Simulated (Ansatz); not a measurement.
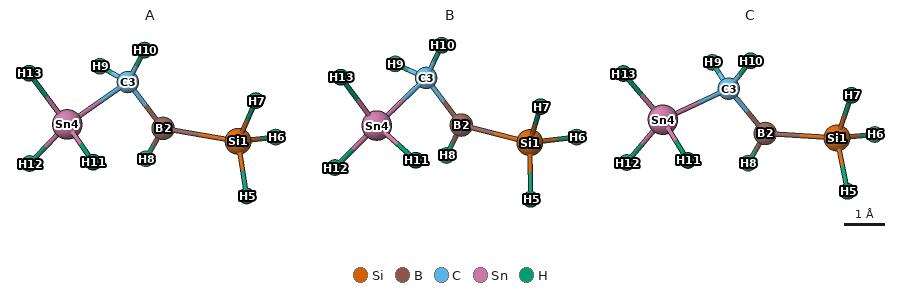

3 geometries from one relaxation of CH9BSiSn (coarse preliminary run), in shuffled order. A ball-and-stick model, seen at a tilt.

The start comes from a force field.

Method: RKS PBE-D4/def2-SVP in Ansatz 0.2.0. (force threshold 0.03 eV/Å; at most 200 steps)

> Put them in the order of the run, from the start to the converged end.

C, A, B. They are steps 0, 4, 10, at +0.648 eV, +0.059 eV relative to the last. Over 10 geometry steps the energy falls by 0.648 eV. Largest force component: 2.2 eV/Å at the start, 0.028 eV/Å at the end. The atom that moves furthest after the best rigid fit is H11 (0.72 Å). Largest moves by element: H 0.72 Å, C 0.47 Å, Sn 0.38 Å, Si 0.30 Å, B 0.29 Å. Near-neighbour distances that change, for instance: Si1–B2 1.895 → 2.026 Å, C3–Sn4 2.135 → 2.254 Å, Sn4–H13 1.631 → 1.726 Å, B2–H8 1.138 → 1.223 Å. Among the angles between lasting bonds that change: B2–C3–Sn4 112.4° → 93.6°, C3–Sn4–H13 113.2° → 102.9°, B2–C3–H9 109.8° → 119.9°. Cost: 13 s on 4 threads of Intel Xeon Platinum 8488C, on a shared host.
